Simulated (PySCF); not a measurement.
## Electronic structure of C4H9O2PSi (SMILES COC(=O)/P=C(\C)[SiH3]) in real space

```yaml
atoms:
  - { symbol: C, position_ang: [3.5645, 0.0712, -0.2546] }
  - { symbol: O, position_ang: [2.2878, 0.6808, -0.4144] }
  - { symbol: C, position_ang: [1.2780, -0.1151, -0.7594] }
  - { symbol: O, position_ang: [1.3640, -1.2998, -0.9453] }
  - { symbol: P, position_ang: [-0.2198, 0.9689, -0.9904] }
  - { symbol: C, position_ang: [-1.3916, 0.2099, -0.0461] }
  - { symbol: C, position_ang: [-1.2282, -1.0114, 0.7949] }
  - { symbol: Si, position_ang: [-3.0957, 1.0360, 0.0209] }
  - { symbol: H, position_ang: [4.2701, 0.8788, -0.0798] }
  - { symbol: H, position_ang: [3.8271, -0.4868, -1.1553] }
  - { symbol: H, position_ang: [3.5491, -0.6145, 0.5948] }
  - { symbol: H, position_ang: [-2.0246, -1.7194, 0.5632] }
  - { symbol: H, position_ang: [-0.2739, -1.5106, 0.6522] }
  - { symbol: H, position_ang: [-1.3339, -0.7452, 1.8485] }
  - { symbol: H, position_ang: [-3.3662, 1.4358, 1.4068] }
  - { symbol: H, position_ang: [-3.1126, 2.1895, -0.8724] }
  - { symbol: H, position_ang: [-4.1011, 0.0437, -0.3736] }
```

Geometry: GFN2-xTB.

The calculation used PBE0/pcSseg-1, SCF density, gas phase, non-relativistic in PySCF 2.14.0.

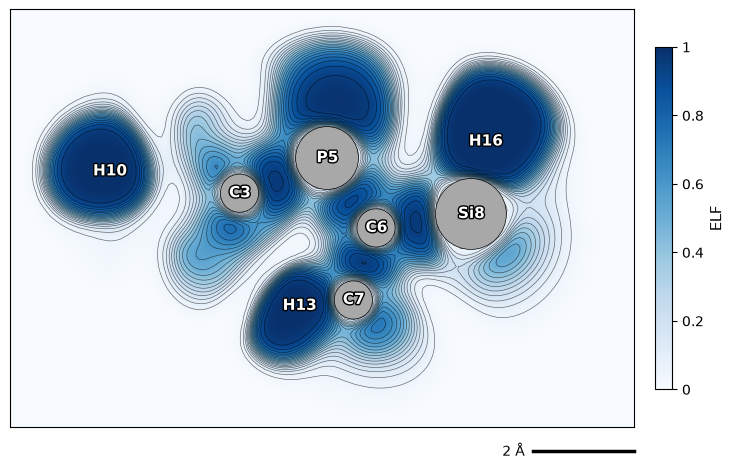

Figure 1. Electron localisation function on the plane of atoms P5, C6 and C7. Grey discs cover the atomic cores.

### What does the map show?

- The section cuts through C, P, Si and H sites.
- C–C (1.49 Å): the ELF peaks at about 0.95 between the atoms, as expected for a covalent bond.
- C–P (1.69 Å): the ELF peaks at about 0.90 between the atoms: localised, covalent bonding.
- C–Si (1.89 Å): the ELF peaks at about 0.95 between the atoms: a shared electron pair.
- C–H (1.09 Å): the ELF climbs to about 1 towards the hydrogen, as it does in any bond to H: an ordinary covalent bond to hydrogen.
- C–P (1.86 Å): the ELF peaks at about 0.95 between the atoms: a covalent bond.
- The ELF also peaks beside P5, away from the bonds: lone-pair regions.

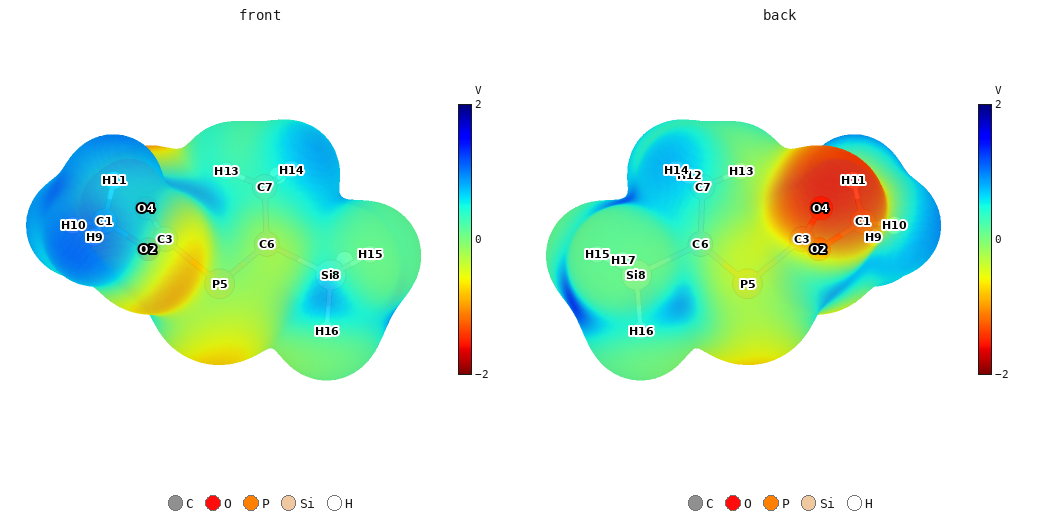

Figure 2. The molecular electrostatic potential painted on the density surface at 0.002 e/bohr³, seen from the front and from behind; the colour scale runs from red (negative) to blue (positive).

### Where is the surface potential most negative and most positive?

The most negative region (about −1.5 V) lies over O4, the most positive (about +1.1 V) over C1, Si8 and H9. O4 is the likeliest acceptor of a hydrogen bond.
